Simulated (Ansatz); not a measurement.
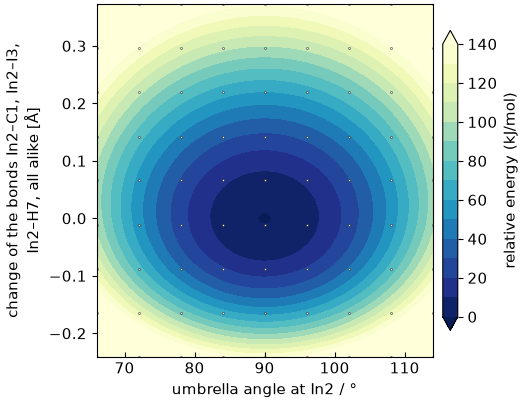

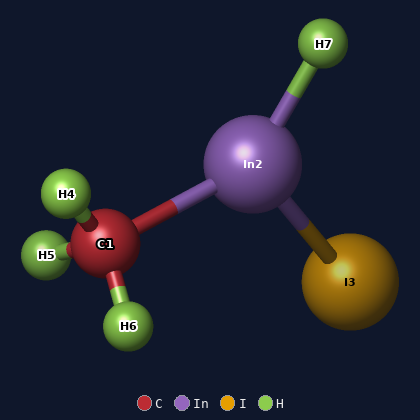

Energy landscape of CH4IIn, SMILES [CH3][InH][I]. 
- First axis: umbrella angle at In2 (between each of its bonds and their common axis; 90 is planar). Second axis: change of the bonds In2–C1, In2–I3, In2–H7, all alike.
- Nothing is relaxed (all other coordinates rigid).
- Grid: 9 × 9 points.
- Points are written as (first, second).
- Energies: kJ/mol, counted from the lowest grid point.
- Theory: RKS PBE0-D4/def2-SVP in Ansatz 0.2.0.

In the figure: filled contours, dots at the grid points, one colour for all values above the top of the scale. Between grid points the surface is interpolated. The second picture is the structure at the lowest point.

Question: Describe this landscape.

Answer: The lowest grid point is at (90°, −0.011 Å). No other kind of well shows on this grid. The highest grid point, (66°, −0.241 Å), lies 263 kJ/mol above the lowest. Round the minimum the two coordinates are nearly uncoupled.

The whole map (81 points run) took 12 min on 1 thread of Arm Neoverse V2, with other jobs on the host.
